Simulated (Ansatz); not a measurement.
Geometry relaxation of CH$_{6}$OSSi

- system: CH$_{6}$OSSi, SMILES OC[SiH2]S
- method: RKS r2SCAN-D4/def2-TZVP (Ansatz 0.2.0)

Figures and captions count atoms from 1; the log counts them from 0 in places.

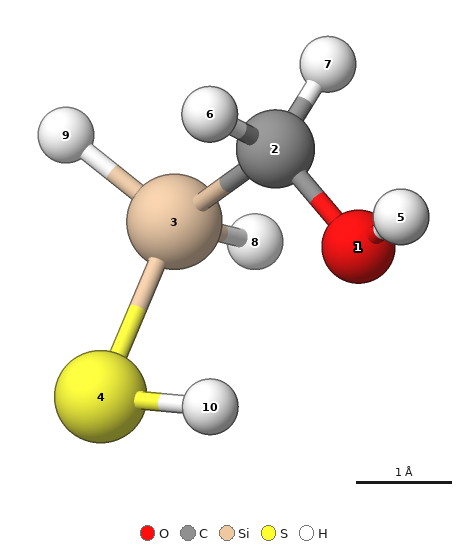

Fig. 1: The structure as given in the input (ball-and-stick view, seen at a tilt; atoms are numbered from 1 in the order of the input). Bond lengths as drawn: C–H 1.12 Å, C–O 1.43 Å, C–Si 1.91 Å, H–O 0.97 Å, H–S 1.37 Å, H–Si 1.50 to 1.51 Å and S–Si 2.16 Å.

**Summary**

| quantity | value |
| --- | --- |
| outcome | converged |
| total energy | −21894.0953 eV |
| mean-field energy | −21894.0441 eV |
| largest force (length of the vector) at the end | 0.002 eV/Å |
| hardware | 1 thread of Intel Xeon @ 2.50GHz (Skylake/Cascade Lake), 189 GiB of memory available, shared host |
| wall time | 4.4 min |
| peak memory | 0.36 GiB |

**The input**
```yaml
crystal:
  periodic: [false, false, false]
  atoms:
    - { symbol: O, position_ang: [-0.644489, 0.734713, -1.209674] }
    - { symbol: C, position_ang: [-0.581414, 0.685016, 0.213604] }
    - { symbol: Si, position_ang: [0.296828, -0.953146, 0.663098] }
    - { symbol: S, position_ang: [2.090914, -0.992994, -0.534967] }
    - { symbol: H, position_ang: [-0.949251, 1.62181, -1.472727] }
    - { symbol: H, position_ang: [0.015275, 1.522495, 0.648594] }
    - { symbol: H, position_ang: [-1.592846, 0.716921, 0.690232] }
    - { symbol: H, position_ang: [-0.623767, -2.11149, 0.385152] }
    - { symbol: H, position_ang: [0.666303, -0.969783, 2.120327] }
    - { symbol: H, position_ang: [1.405448, -0.304742, -1.50074] }
basis:
  gaussian: { orbitals: def2-TZVP }
hamiltonian:
  xc: r2scan
  dispersion: d4
output:
  forces: true
relax:
  f_tol: 0.003
  max_steps: 120
```

Run as:
```bash
ansatz run input.yaml --threads 1 --pin off --max-ram 2560MiB --backend cpu --events-out ev --progress --plain --runs-dir out
```

**Log**
```
The last accepted step is kept in [file] (removed where the run ends without a failure and the disk answers)
Engine: ansatz 0.2.0, x86_64-unknown-linux-gnu
Functional definition: r2SCAN
  parameter k0 = 0.174
  parameter k1 = 0.065
  parameter a1 = 4.9479
  exchange = r2scan_x(k0 = k0, k1 = k1, a1 = a1)
  correlation = r2scan_c
1108 factors; their error is unknown
mean field evaluation 1: about -21887.7335 eV, gradient 5.5e1 eV
mean field evaluation 2: about -21876.1996 eV, gradient 9.2e1 eV
mean field evaluation 4: about -21893.9527 eV, gradient 5.7e0 eV
mean field evaluation 8: about -21894.0154 eV, gradient 1.7e-1 eV
mean field evaluation 16: about -21893.9925 eV, gradient 5.4e-4 eV
mean field -21893.99246255 eV, -804.5893827175 hartree, gradient 2.3e-5 eV, S^2 0.000000; 0 other end points of the search recorded, 0 dependent functions left out
the calculation of the forces begins
reference -21893.99247455 eV, -804.5893831586 hartree; 25, 25 occupied and 147, 147 virtual orbitals, 1108 factors
relax step   1: F+E_penalty+E_count = -21894.04404840 eV  Δ(F+E_penalty+E_count) = +0.000e0 eV  max|allowed force component| = 7.876e-1 eV/Å  Δτ_max = 0.0000 Å  (30 SCF iters, accepted)
these checks for a lower state are left out or cut short: starts, cluster_reference, orbital_swaps, neighbouring_geometries, increment
1108 factors; their error is unknown
mean field -21894.02917383 eV, -804.5907318324 hartree, gradient 2.4e-5 eV, S^2 0.000000; 0 other end points of the search recorded, 0 dependent functions left out
the calculation of the forces begins
reference -21894.02918579 eV, -804.5907322719 hartree; 25, 25 occupied and 147, 147 virtual orbitals, 1108 factors
relax step   2: F+E_penalty+E_count = -21894.08066364 eV  Δ(F+E_penalty+E_count) = -3.662e-2 eV  max|allowed force component| = 3.493e-1 eV/Å  Δτ_max = 0.0744 Å  (32 SCF iters, accepted)
these checks for a lower state are left out or cut short: starts, cluster_reference, orbital_swaps, neighbouring_geometries, increment
1108 factors; their error is unknown
mean field evaluation 32: about -21894.0373 eV, gradient 2.4e-5 eV
mean field -21894.03728605 eV, -804.5910299507 hartree, gradient 2.4e-5 eV, S^2 0.000000; 0 other end points of the search recorded, 0 dependent functions left out
the calculation of the forces begins
reference -21894.03729798 eV, -804.5910303892 hartree; 25, 25 occupied and 147, 147 virtual orbitals, 1108 factors
relax step   3: F+E_penalty+E_count = -21894.08870747 eV  Δ(F+E_penalty+E_count) = -8.044e-3 eV  max|allowed force component| = 6.061e-2 eV/Å  Δτ_max = 0.0674 Å  (31 SCF iters, accepted)
these checks for a lower state are left out or cut short: starts, cluster_reference, orbital_swaps, neighbouring_geometries, increment
1108 factors; their error is unknown
mean field -21894.03930468 eV, -804.5911041342 hartree, gradient 2.1e-5 eV, S^2 0.000000; 0 other end points of the search recorded, 0 dependent functions left out
the calculation of the forces begins
reference -21894.03931663 eV, -804.5911045733 hartree; 25, 25 occupied and 147, 147 virtual orbitals, 1108 factors
relax step   4: F+E_penalty+E_count = -21894.09068766 eV  Δ(F+E_penalty+E_count) = -1.980e-3 eV  max|allowed force component| = 8.298e-2 eV/Å  Δτ_max = 0.0855 Å  (31 SCF iters, accepted)
these checks for a lower state are left out or cut short: starts, cluster_reference, orbital_swaps, neighbouring_geometries, increment
1108 factors; their error is unknown
mean field -21894.04107324 eV, -804.5911691275 hartree, gradient 2.4e-5 eV, S^2 0.000000; 0 other end points of the search recorded, 0 dependent functions left out
the calculation of the forces begins
reference -21894.04108518 eV, -804.5911695662 hartree; 25, 25 occupied and 147, 147 virtual orbitals, 1108 factors
relax step   5: F+E_penalty+E_count = -21894.09239131 eV  Δ(F+E_penalty+E_count) = -1.704e-3 eV  max|allowed force component| = 1.022e-1 eV/Å  Δτ_max = 0.0679 Å  (31 SCF iters, accepted)
these checks for a lower state are left out or cut short: starts, cluster_reference, orbital_swaps, neighbouring_geometries, increment
1108 factors; their error is unknown
mean field -21894.04252767 eV, -804.5912225769 hartree, gradient 2.2e-5 eV, S^2 0.000000; 0 other end points of the search recorded, 0 dependent functions left out
the calculation of the forces begins
reference -21894.04253964 eV, -804.5912230168 hartree; 25, 25 occupied and 147, 147 virtual orbitals, 1108 factors
relax step   6: F+E_penalty+E_count = -21894.09372225 eV  Δ(F+E_penalty+E_count) = -1.331e-3 eV  max|allowed force component| = 9.123e-2 eV/Å  Δτ_max = 0.0753 Å  (31 SCF iters, accepted)
these checks for a lower state are left out or cut short: starts, cluster_reference, orbital_swaps, neighbouring_geometries, increment
1108 factors; their error is unknown
mean field -21894.04366089 eV, -804.5912642220 hartree, gradient 2.2e-5 eV, S^2 0.000000; 0 other end points of the search recorded, 0 dependent functions left out
the calculation of the forces begins
reference -21894.04367289 eV, -804.5912646629 hartree; 25, 25 occupied and 147, 147 virtual orbitals, 1108 factors
relax step   7: F+E_penalty+E_count = -21894.09484607 eV  Δ(F+E_penalty+E_count) = -1.124e-3 eV  max|allowed force component| = 6.348e-2 eV/Å  Δτ_max = 0.0327 Å  (32 SCF iters, accepted)
these checks for a lower state are left out or cut short: starts, cluster_reference, orbital_swaps, neighbouring_geometries, increment
1108 factors; their error is unknown
mean field evaluation 64: about -21894.0439 eV, gradient 3.8e-1 eV
mean field -21894.04410937 eV, -804.5912807031 hartree, gradient 2.2e-5 eV, S^2 0.000000; 0 other end points of the search recorded, 0 dependent functions left out
the calculation of the forces begins
reference -21894.04412136 eV, -804.5912811437 hartree; 25, 25 occupied and 147, 147 virtual orbitals, 1108 factors
relax step   8: F+E_penalty+E_count = -21894.09530819 eV  Δ(F+E_penalty+E_count) = -4.621e-4 eV  max|allowed force component| = 9.037e-3 eV/Å  Δτ_max = 0.0071 Å  (32 SCF iters, accepted)
these checks for a lower state are left out or cut short: starts, cluster_reference, orbital_swaps, neighbouring_geometries, increment
1108 factors; their error is unknown
mean field -21894.04412342 eV, -804.5912812197 hartree, gradient 2.2e-5 eV, S^2 0.000000; 0 other end points of the search recorded, 0 dependent functions left out
the calculation of the forces begins
reference -21894.04413541 eV, -804.5912816601 hartree; 25, 25 occupied and 147, 147 virtual orbitals, 1108 factors
relax step   9: F+E_penalty+E_count = -21894.09532649 eV  Δ(F+E_penalty+E_count) = -1.830e-5 eV  max|allowed force component| = 4.338e-3 eV/Å  Δτ_max = 0.0084 Å  (33 SCF iters, accepted)
these checks for a lower state are left out or cut short: starts, cluster_reference, orbital_swaps, neighbouring_geometries, increment
1108 factors; their error is unknown
mean field -21894.04412933 eV, -804.5912814368 hartree, gradient 2.2e-5 eV, S^2 0.000000; 0 other end points of the search recorded, 0 dependent functions left out
the calculation of the forces begins
reference -21894.04414132 eV, -804.5912818773 hartree; 25, 25 occupied and 147, 147 virtual orbitals, 1108 factors
relax step  10: F+E_penalty+E_count = -21894.09533010 eV  Δ(F+E_penalty+E_count) = -3.609e-6 eV  max|allowed force component| = 2.272e-3 eV/Å  Δτ_max = 0.0014 Å  (34 SCF iters, accepted)
1108 factors; their error is unknown
mean field evaluation 96: about -21894.0675 eV, gradient 1.1e-1 eV
```

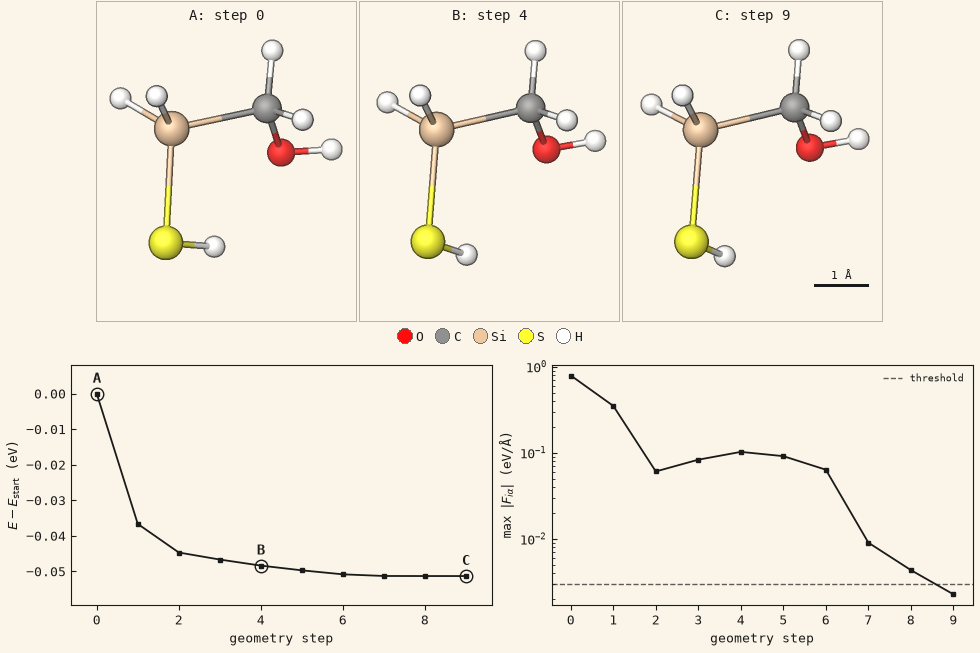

Fig. 2: Frames of the relaxation (ball-and-stick view, seen at a tilt) above the curves, on which the letters mark them (the first geometry is step 0 here and step 1 in the log).

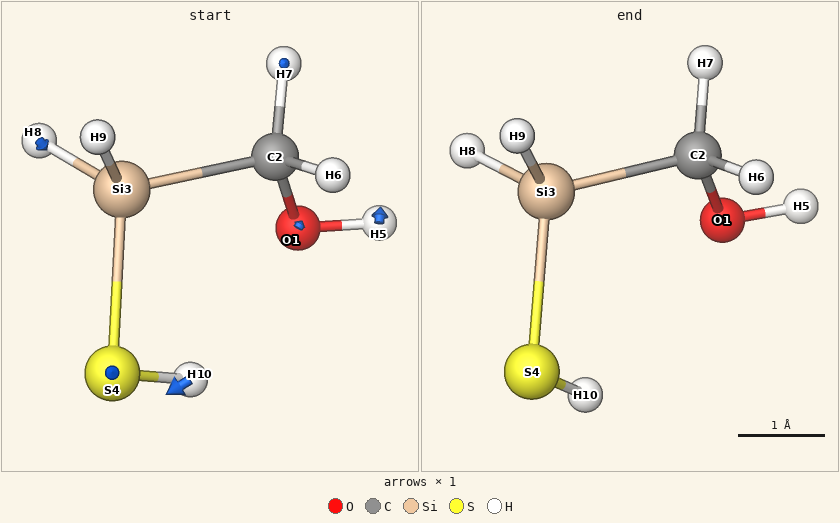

Fig. 3: Before (left) and after (right) the relaxation, at one scale (ball-and-stick view, seen at a tilt). The blue arrows give the displacements, at true length. The largest move after the best rigid fit is that of H10, 0.34 Å. By element the largest moves are H 0.34 Å, S 0.15 Å, O 0.11 Å, Si 0.06 Å, C 0.05 Å. Among the contacts that change: C2–Si3 1.912 → 1.887 Å, S4–H10 1.370 → 1.347 Å, Si3–S4 2.158 → 2.136 Å, Si3–H8 1.505 → 1.485 Å. Among the angles that change: C2–Si3–S4 105.5° → 109.6°, Si3–S4–H10 88.1° → 91.9°, S4–Si3–H9 109.5° → 106.6°. Over 9 geometry steps the energy falls by 0.051 eV. The largest force component goes from 0.79 to 0.0023 eV/Å. (Atoms are counted from 1 in the order of the input.)

```
mean field -21894.04412933 eV, -804.5912814368 hartree, gradient 2.2e-5 eV, S^2 0.000000; 1 other end points of the search recorded, 0 dependent functions left out
the calculation of the forces begins
reference -21894.04414132 eV, -804.5912818773 hartree; 25, 25 occupied and 147, 147 virtual orbitals, 1108 factors
Total energy: -21894.09534209 eV, -804.5931634709 hartree
Atom 0 at    -0.737905     0.779671    -1.178710 Å, force     0.000747    -0.001851     0.000695 eV/Å
Atom 1 at    -0.579620     0.721200     0.244280 Å, force    -0.000635     0.002272    -0.000317 eV/Å
Atom 2 at     0.297512    -0.905122     0.624827 Å, force     0.000291    -0.000468    -0.000556 eV/Å
Atom 3 at     2.165431    -0.969938    -0.409540 Å, force     0.000337    -0.000504    -0.000373 eV/Å
Atom 4 at    -1.144244     1.623228    -1.405836 Å, force     0.000033     0.000438     0.001069 eV/Å
Atom 5 at     0.022100     1.560625     0.619577 Å, force    -0.000879     0.000126    -0.000335 eV/Å
Atom 6 at    -1.551921     0.748277     0.759294 Å, force     0.000300    -0.000374    -0.000152 eV/Å
Atom 7 at    -0.589658    -2.032425     0.241183 Å, force    -0.000146     0.000178    -0.000146 eV/Å
Atom 8 at     0.611866    -0.989895     2.072975 Å, force    -0.000189     0.000256    -0.000023 eV/Å
Atom 9 at     1.589440    -0.586821    -1.565153 Å, force     0.000142    -0.000071     0.000138 eV/Å
Dipole moment:    -0.365493     0.418338     0.066223 e Å
```

**Trajectory as extended XYZ (Å, eV, eV/Å), 10 frames, from step=1 to step=10**
```
10
Properties=species:S:1:pos:R:3:forces:R:3 step=1 energy=-21894.04405
O    -0.6445    0.7347   -1.2097   -0.2334   0.5946  -0.1605
C    -0.5814    0.6850    0.2136    0.0372  -0.0335   0.7876
Si    0.2968   -0.9531    0.6631   -0.0262   0.0402  -0.0149
S     2.0909   -0.9930   -0.5350   -0.5380   0.2131  -0.1056
H    -0.9493    1.6218   -1.4727    0.1360  -0.4652   0.1087
H     0.0153    1.5225    0.6486   -0.2828  -0.3355  -0.3021
H    -1.5928    0.7169    0.6902    0.4588  -0.0055  -0.3263
H    -0.6238   -2.1115    0.3852    0.2348   0.2475   0.0438
H     0.6663   -0.9698    2.1203   -0.0722   0.0075  -0.3253
H     1.4054   -0.3047   -1.5007    0.2857  -0.2634   0.2946
10
Properties=species:S:1:pos:R:3:forces:R:3 step=2 energy=-21894.08066
O    -0.6622    0.7577   -1.2006   -0.0605   0.1591  -0.1603
C    -0.5828    0.6865    0.2227    0.0201   0.0028   0.3493
Si    0.2969   -0.9425    0.6577   -0.0651   0.0816  -0.0799
S     2.0887   -1.0127   -0.5113   -0.1546   0.1356  -0.1174
H    -0.9821    1.6356   -1.4487    0.0352  -0.1527   0.0489
H    -0.0018    1.5269    0.6429   -0.0757  -0.1345  -0.0843
H    -1.5860    0.7140    0.6872    0.1520  -0.0247  -0.0795
H    -0.6016   -2.0968    0.3712    0.0389   0.0807   0.0222
H     0.6608   -0.9611    2.1013   -0.0155   0.0019  -0.0813
H     1.4531   -0.3587   -1.5194    0.1253  -0.1499   0.1823
10
Properties=species:S:1:pos:R:3:forces:R:3 step=3 energy=-21894.08871
O    -0.6772    0.7718   -1.1969    0.0185  -0.0402  -0.0606
C    -0.5828    0.6899    0.2288    0.0399  -0.0164   0.0203
Si    0.2978   -0.9309    0.6403   -0.0048   0.0296   0.0401
S     2.1108   -1.0078   -0.4849   -0.0554   0.0334  -0.0249
H    -1.0169    1.6410   -1.4334   -0.0279   0.0284   0.0037
H    -0.0049    1.5257    0.6436    0.0214   0.0350   0.0081
H    -1.5770    0.7049    0.6964   -0.0331  -0.0036   0.0282
H    -0.6061   -2.0722    0.3543   -0.0064  -0.0271  -0.0380
H     0.6560   -0.9547    2.0787   -0.0009  -0.0101   0.0418
H     1.4832   -0.4189   -1.5242    0.0487  -0.0290  -0.0187
10
Properties=species:S:1:pos:R:3:forces:R:3 step=4 energy=-21894.09069
O    -0.6849    0.7789   -1.1904    0.0285  -0.0599   0.0178
C    -0.5836    0.6969    0.2375   -0.0096  -0.0028  -0.0746
Si    0.2957   -0.9212    0.6424   -0.0198   0.0204  -0.0603
S     2.1167   -0.9912   -0.4692    0.0597  -0.0013  -0.0296
H    -1.0426    1.6416   -1.4231   -0.0324   0.0390   0.0058
H    -0.0076    1.5341    0.6493    0.0315   0.0555   0.0208
H    -1.5756    0.7050    0.7085   -0.0607   0.0220   0.0366
H    -0.6026   -2.0609    0.3334   -0.0105  -0.0265  -0.0213
H     0.6411   -0.9567    2.0838    0.0324  -0.0129   0.0217
H     1.5263   -0.4776   -1.5691   -0.0191  -0.0335   0.0830
10
Properties=species:S:1:pos:R:3:forces:R:3 step=5 energy=-21894.09239
O    -0.7077    0.7743   -1.1899    0.0411  -0.0965   0.0299
C    -0.5725    0.7039    0.2342   -0.0197   0.0481   0.0255
Si    0.2954   -0.9206    0.6351   -0.0048   0.0659  -0.0475
S     2.1367   -0.9918   -0.4422    0.0450   0.0003  -0.0358
H    -1.1062    1.6203   -1.4129   -0.0456   0.0889  -0.0406
H     0.0126    1.5442    0.6274    0.0946   0.0357  -0.0050
H    -1.5494    0.7355    0.7347   -0.1022  -0.0432   0.0068
H    -0.6047   -2.0465    0.2918   -0.0261  -0.0550  -0.0170
H     0.6204   -0.9745    2.0806    0.0245  -0.0143   0.0241
H     1.5584   -0.4959   -1.5558   -0.0069  -0.0299   0.0597
10
Properties=species:S:1:pos:R:3:forces:R:3 step=6 energy=-21894.09372
O    -0.7479    0.7809   -1.1832    0.0306   0.0034  -0.0327
C    -0.5791    0.7156    0.2372   -0.0912   0.0208   0.0119
Si    0.2904   -0.9116    0.6220    0.0712   0.0002   0.0470
S     2.1566   -0.9794   -0.4114    0.0525  -0.0169   0.0013
H    -1.1298    1.6377   -1.4037   -0.0021  -0.0130  -0.0053
H     0.0189    1.5557    0.6143    0.0554  -0.0044   0.0004
H    -1.5490    0.7464    0.7545   -0.0396  -0.0126   0.0291
H    -0.5912   -2.0506    0.2660   -0.0324   0.0076  -0.0321
H     0.6190   -0.9843    2.0673   -0.0179   0.0083   0.0153
H     1.5951   -0.5615   -1.5602   -0.0263   0.0066  -0.0351
10
Properties=species:S:1:pos:R:3:forces:R:3 step=7 energy=-21894.09485
O    -0.7410    0.7788   -1.1773   -0.0123  -0.0075   0.0078
C    -0.5854    0.7205    0.2462    0.0635  -0.0073  -0.0157
Si    0.2997   -0.9035    0.6232   -0.0547  -0.0083   0.0174
S     2.1676   -0.9715   -0.4110   -0.0058   0.0145   0.0064
H    -1.1407    1.6244   -1.4082   -0.0025   0.0078   0.0104
H     0.0226    1.5550    0.6214   -0.0115   0.0325  -0.0023
H    -1.5564    0.7522    0.7635    0.0106  -0.0162  -0.0148
H    -0.5876   -2.0307    0.2403    0.0048  -0.0112  -0.0022
H     0.6105   -0.9867    2.0726    0.0109  -0.0028  -0.0078
H     1.5936   -0.5896   -1.5680   -0.0031  -0.0015   0.0009
10
Properties=species:S:1:pos:R:3:forces:R:3 step=8 energy=-21894.09531
O    -0.7376    0.7814   -1.1785   -0.0019  -0.0015  -0.0039
C    -0.5797    0.7215    0.2443   -0.0079   0.0009   0.0090
Si    0.2976   -0.9048    0.6244    0.0089   0.0076  -0.0021
S     2.1670   -0.9666   -0.4087   -0.0077  -0.0063   0.0063
H    -1.1456    1.6244   -1.4047    0.0011  -0.0008   0.0009
H     0.0219    1.5606    0.6205   -0.0011   0.0000   0.0003
H    -1.5523    0.7480    0.7594    0.0068  -0.0001  -0.0045
H    -0.5885   -2.0325    0.2400    0.0001  -0.0022  -0.0027
H     0.6107   -0.9895    2.0729    0.0013  -0.0001  -0.0011
H     1.5896   -0.5936   -1.5668    0.0003   0.0026  -0.0022
10
Properties=species:S:1:pos:R:3:forces:R:3 step=9 energy=-21894.09533
O    -0.7376    0.7794   -1.1788   -0.0027   0.0043   0.0005
C    -0.5797    0.7210    0.2441    0.0040  -0.0030   0.0014
Si    0.2973   -0.9052    0.6249   -0.0010  -0.0021  -0.0002
S     2.1649   -0.9706   -0.4098    0.0032   0.0010  -0.0021
H    -1.1439    1.6231   -1.4056    0.0009  -0.0019  -0.0019
H     0.0224    1.5600    0.6196   -0.0009   0.0032  -0.0004
H    -1.5519    0.7483    0.7591   -0.0019   0.0002  -0.0001
H    -0.5895   -2.0327    0.2413   -0.0013   0.0002   0.0013
H     0.6119   -0.9891    2.0730   -0.0005  -0.0012   0.0006
H     1.5891   -0.5855   -1.5649    0.0001  -0.0007   0.0008
10
Properties=species:S:1:pos:R:3:forces:R:3 step=10 energy=-21894.09533
O    -0.7379    0.7797   -1.1787    0.0007  -0.0019   0.0007
C    -0.5796    0.7212    0.2443   -0.0006   0.0023  -0.0003
Si    0.2975   -0.9051    0.6248    0.0003  -0.0005  -0.0006
S     2.1654   -0.9699   -0.4095    0.0003  -0.0005  -0.0004
H    -1.1442    1.6232   -1.4058    0.0000   0.0004   0.0011
H     0.0221    1.5606    0.6196   -0.0009   0.0001  -0.0003
H    -1.5519    0.7483    0.7593    0.0003  -0.0004  -0.0002
H    -0.5897   -2.0324    0.2412   -0.0001   0.0002  -0.0001
H     0.6119   -0.9899    2.0730   -0.0002   0.0003   0.0000
H     1.5894   -0.5868   -1.5652    0.0001  -0.0001   0.0001
```
